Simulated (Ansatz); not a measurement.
**Pressure series in hypothetical CsCl type NbAs**

Consider NbAs in the CsCl type structure (space group Pm-3m, No. 221; a = 3.180 Å; a hypothetical phase, not in the database extracts checked).

Cell and atoms are relaxed at each pressure.

Method: plane-wave PAW DFT at the PBEsol level (Ansatz, a first-principles code, 420 eV), no spin-orbit coupling.

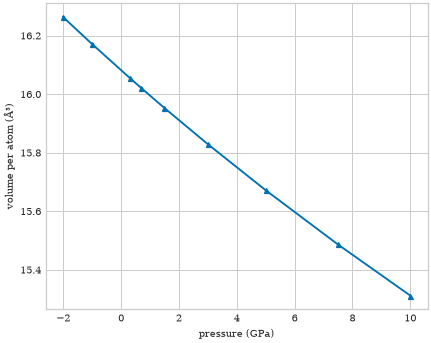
Figure: Volume against pressure

Task: Estimate the zero-pressure bulk modulus from the plot.

Result: About 180 GPa; a third-order Birch–Murnaghan fit to the points gives V₀ = 16.08 Å³/atom, B₀ = 183 GPa and B₀′ = 4.4.

Load acts through the strain it causes; cell and atoms are relaxed under it. Whether these cells are dynamically stable was not tested. Competing high-pressure phases were not computed. All final runs are without spin polarisation.
